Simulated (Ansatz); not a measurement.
```sh
ansatz run in.yaml --threads 2 --pin off --events-out ev --progress --plain --max-ram 5222MiB
```

```yaml
crystal:
  periodic: [false, false, false]
  atoms:
    - {symbol: Br, position_ang: [0.031621, -0.013326, -2.204772]}
    - {symbol: C, position_ang: [0.466444, -0.196644, 0.887863]}
    - {symbol: O, position_ang: [-0.498064, 0.209971, 1.316809]}
basis:
  gaussian: {orbitals: "def2-TZVPPD.json"}
total_charge: -1
hamiltonian: {xc: {name: B2PLYP}}
```

Describe the molecule in this file.

It has 3 atoms: 1 carbon, 1 bromine and 1 oxygen (CBrO(-)). SMILES: `[Br-].[C-]#[O+]`. Judged by distances it falls into 2 fragments: Br, CO.

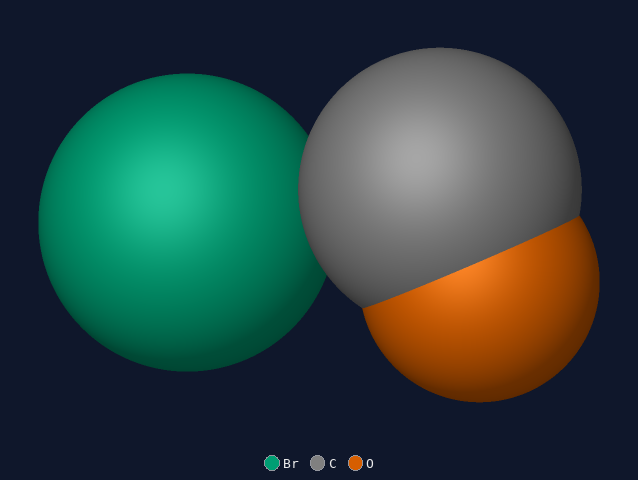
